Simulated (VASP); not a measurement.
Band structure of Sr (fcc). Computed with TPSS meta-GGA, VASP's PBE PAW potentials (set 64) (plane waves; VASP 6.6.1).

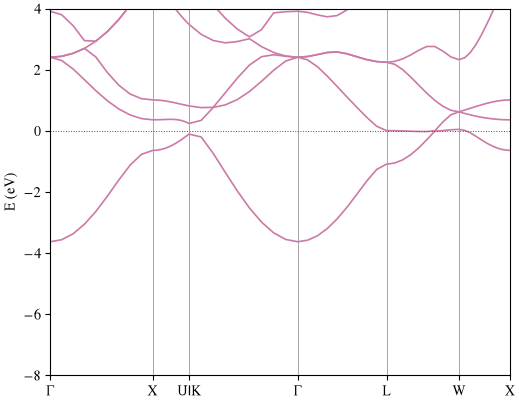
*Bands along high-symmetry lines, zero at the valence-band maximum or, without a gap, the Fermi level*

Read the plot: is there a gap, and where are the band edges?

It has no gap at this level: it comes out as a metal or semimetal.

The compound is Sr in the fcc structure. It was relaxed first.
